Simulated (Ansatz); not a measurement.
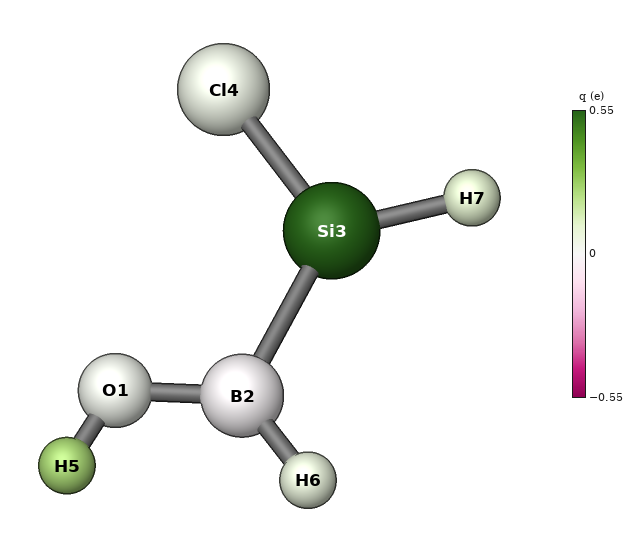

Atoms are coloured by their Mulliken charges. Charge +1, singlet. Computed geometry: PBE-D4/def2-SVP optimisation. No frequency run is at hand to confirm it as a minimum. Level of theory: RKS PBE-D4/def2-SVP (Ansatz 0.2.0).

List the Mulliken charges.

```tsv
atom	value (e)
O1	0.02
B2	−0.02
Si3	0.54
Cl4	0.04
H5	0.24
H6	0.06
H7	0.10
```

Mulliken values depend strongly on the basis set and can even reverse the polarity of a bond.
